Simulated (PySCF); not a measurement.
B(H)3(CO), CH3BO, singlet at its PBE0/def2-SVP optimised geometry (Å):

```
6

B     -0.3631    -0.1784     0.0000
H      0.8573    -0.1784     0.0000
H     -0.8573    -0.9376    -0.8178
H     -0.8573     0.9376     0.0000
O     -1.0306    -1.2031     2.3521
C     -0.7456    -0.7657     1.3478
```

Method: PBE0/def2-TZVP (PySCF 2.14.0).

Map of the log10 of the electron density (e/bohr³), floored at −4 on the plane z = 0.6 Å:

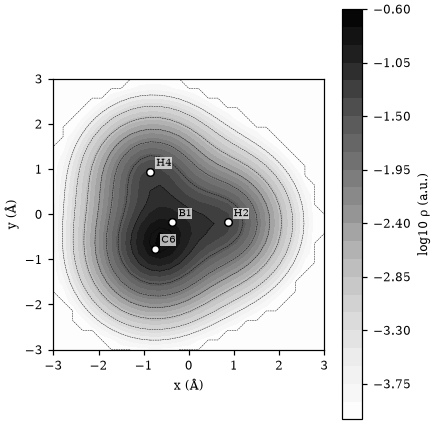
Log10 of the electron density (e/bohr³), floored at −4 on the plane z = 0.6 Å.
